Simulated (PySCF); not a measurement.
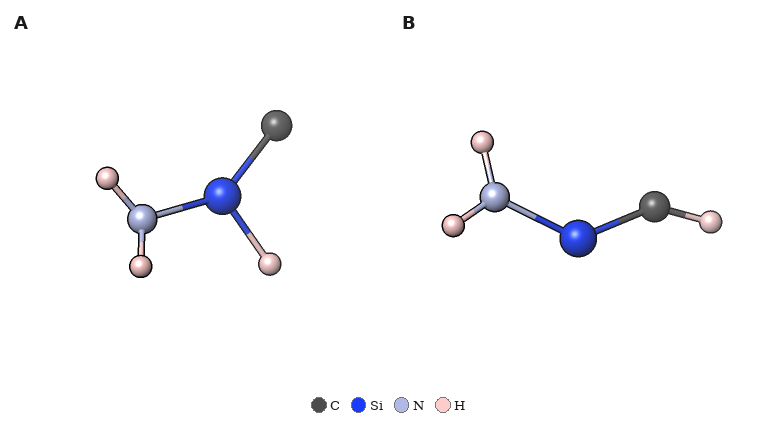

2 stationary structures of one formula. Geometries: PBE-D4/def2-SVP. Electronic energies: PBE-D4/def2-SVP (PySCF 2.14.0), without zero-point energy. No frequency run is at hand to confirm each as a minimum.

> Which is lowest in energy, and by how much?

B is lowest (Cs); A lies 215.9 kJ/mol above it (C1).
